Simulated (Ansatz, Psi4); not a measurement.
## Predicting a hybrid from its neighbours: C2H4S (thiirane)

C2H4S has 7 atoms, charge 0, and is taken as a singlet. SMILES: `C1CS1`. The shape is that of a PBE0-D4/def2-TZVP optimisation.

The HOMO–LUMO gap y, in eV, basis aug-cc-pVDZ; a is the functional's share of exact exchange. Programs: Ansatz 0.2.0, Psi4 1.11.

| functional | program | a | y (eV) |
| --- | --- | --- | --- |
| BLYP | Ansatz | 0 | 4.45 |
| revPBE | Ansatz | 0 | 4.52 |
| TPSSh | Psi4 | 0.1 | ? |
| B3LYP | Ansatz | 0.2 | 6.09 |
| PBE0 | Ansatz | 0.25 | 6.58 |
| BHLYP | Ansatz | 0.5 | 7.94 |

Task: Fit y = c + s·a to the known rows and predict TPSSh.

Result: 
1. Means of the 5 rows: a = 0.1900, y = 5.916.
2. Σ(Δa)² = 0.172, Σ(Δa·Δy) = 1.2128, so the slope is 1.2128/0.172 = 7.0512.
3. Intercept: 5.916 − (7.0512) × 0.1900 = 4.576. The largest residual of the fit is 0.24.
4. TPSSh: 4.576 + (7.0512) × 0.1 = 5.28 eV.

The run gave 5.60 eV, so the prediction is off by -0.32 eV, about the largest residual. Exact exchange lowers occupied levels and raises empty ones.

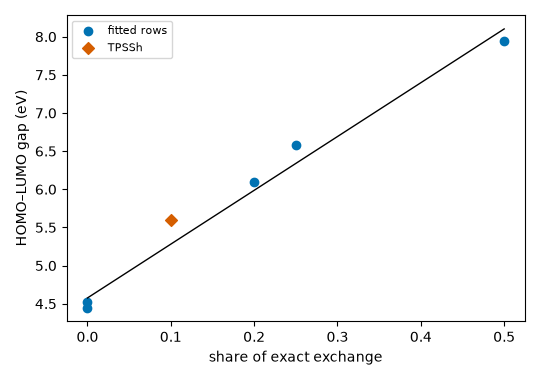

The fitted line, with the withheld row.
